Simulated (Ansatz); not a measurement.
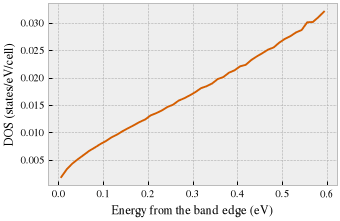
Density of states of ZnS (F-43m) above the conduction band minimum, HSE06, rigid bands (Ansatz, an electronic-structure program); cell volume 38.4 Å³.

Question: What effective density of states at 300 K does this give (∫ g(E) exp(−E/k_BT) dE, both spins, divided by the cell's size)?

Answer: 2.4e18 cm⁻³, a density-of-states mass of 0.21 mₑ, valleys and band degeneracy included.

Spin-orbit coupling is left out. Geometry: cell and atoms relaxed with PBEsol.
